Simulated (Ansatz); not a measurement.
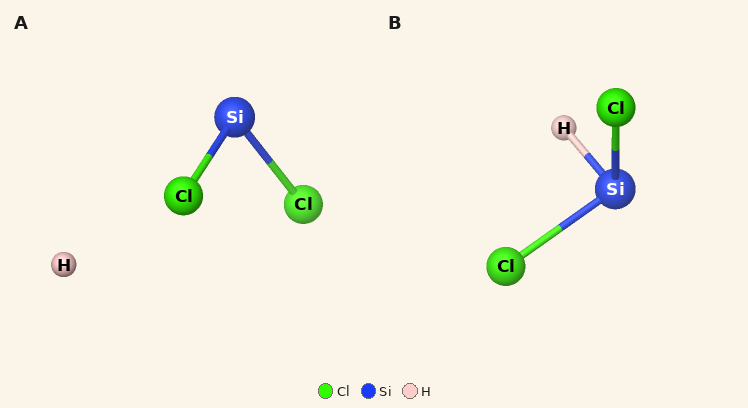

2 stationary structures of one formula. Charge −1, singlet. Geometries: PBE-D4/def2-SVPD. Electronic energies: PBE-D4/def2-SVPD (Ansatz 0.2.0), without zero-point energy. No frequency run is at hand to confirm each as a minimum.

> Rank them by energy, lowest first.

B is lowest (Cs); A lies 72.0 kcal/mol above it (C1).
